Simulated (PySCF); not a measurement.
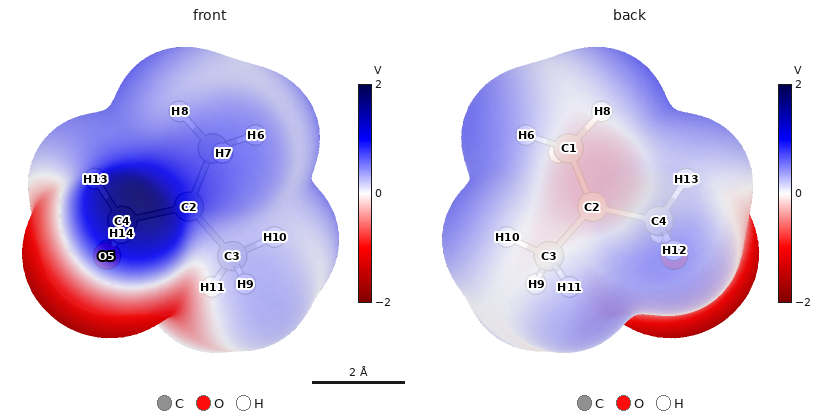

Figure 1: C4H9O (SMILES C[C](C)CO) (doublet). The electrostatic potential painted on the density surface at 0.001 e/bohr³, seen from the front and from behind; the colour scale runs from red (negative) to blue (positive).

Geometry: GFN2-xTB.

Computed with UKS B3LYP, pcH-1 on C H O, non-relativistic, mean-field spin-orbit, GIAO in PySCF 2.14.0, density-fitted response routines.

```yaml
atoms:
  - { symbol: C, position_ang: [-0.3530, 1.4390, -0.4030] }
  - { symbol: C, position_ang: [0.1668, 0.0553, -0.2543] }
  - { symbol: C, position_ang: [1.5485, -0.1596, 0.2416] }
  - { symbol: C, position_ang: [-0.7779, -1.0924, -0.2877] }
  - { symbol: O, position_ang: [-1.2584, -1.4634, 1.0089] }
  - { symbol: H, position_ang: [0.4264, 2.1071, -0.7680] }
  - { symbol: H, position_ang: [-0.7016, 1.8512, 0.5536] }
  - { symbol: H, position_ang: [-1.1954, 1.4678, -1.0938] }
  - { symbol: H, position_ang: [1.5923, -0.1167, 1.3369] }
  - { symbol: H, position_ang: [2.2231, 0.6067, -0.1383] }
  - { symbol: H, position_ang: [1.9167, -1.1411, -0.0526] }
  - { symbol: H, position_ang: [-0.2855, -1.9978, -0.6540] }
  - { symbol: H, position_ang: [-1.6360, -0.8671, -0.9379] }
  - { symbol: H, position_ang: [-1.6667, -0.6895, 1.4115] }
```

Which sites attract a positive test charge, and which a negative one?

A positive charge is drawn to the negative regions and a negative charge to the positive ones. The most negative region (about −1.6 V) lies over O5, the most positive (about +1.7 V) over H14. O5 is the likeliest acceptor of a hydrogen bond.
